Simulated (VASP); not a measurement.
```xyz
2
Lattice="4.3411 0.0000 0.0000 0.0000 4.3411 0.0000 0.0000 0.0000 4.3411" Properties=species:S:1:pos:R:3 pbc="T T T"
Cs     0.0000     0.0000     0.0000
Cl     2.1706     2.1706     2.1706
```

These are revPBE GGA, VASP's PBE PAW potentials (set 64) (plane waves; VASP) values and carry that method's errors. Numerical set-up: 520 eV cut-off, 7×7×7 Γ-centred mesh, tetrahedra with Blöchl corrections, potentials Cs_sv Cl.

Unless said otherwise, spin-orbit coupling is left out, though it shifts the bands of the heavy elements here.

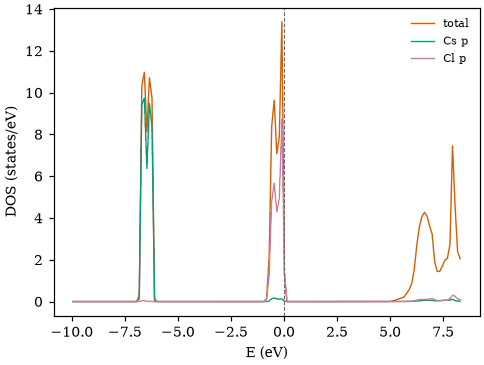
*Total and projected density of states, zero at the valence-band maximum*

Within 2 eV below the valence-band maximum the largest weight inside VASP's projection spheres is Cl p.

The gap is direct, 4.89 eV, from the valence maximum at Γ to the conduction minimum at Γ.

The compound is CsCl in the CsCl type structure. It was relaxed first, which changed the volume by +17 %.
